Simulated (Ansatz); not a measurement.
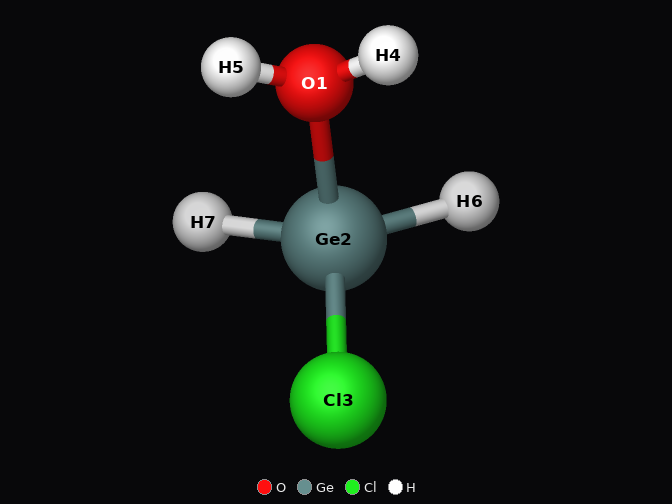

Numbered structure. Charge +1, singlet. The geometry was computed by an optimisation with PBE0-D4/def2-TZVP. No frequency run is at hand to confirm it as a minimum.

List the bonds and their lengths.

```json
{"bond": "O1–Ge2", "length (Å)": "1.985"}
{"bond": "O1–H4", "length (Å)": "0.969"}
{"bond": "O1–H5", "length (Å)": "0.969"}
{"bond": "Ge2–Cl3", "length (Å)": "2.085"}
{"bond": "Ge2–H6", "length (Å)": "1.519"}
{"bond": "Ge2–H7", "length (Å)": "1.519"}
```
